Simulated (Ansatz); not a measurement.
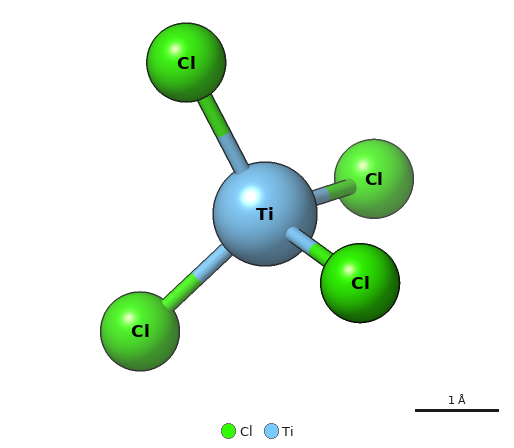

Depth is shown by fading: the farther an atom, the more it takes the colour of the background. Charge 0, singlet. Computed geometry: PBE0-D4/def2-TZVP optimisation. Masses are those of the most abundant isotopes; constants are for the rigid equilibrium geometry.

### Classify the rotor and give the rotational constants (GHz).

A spherical top (Td): A = B = C = 1.16 GHz.
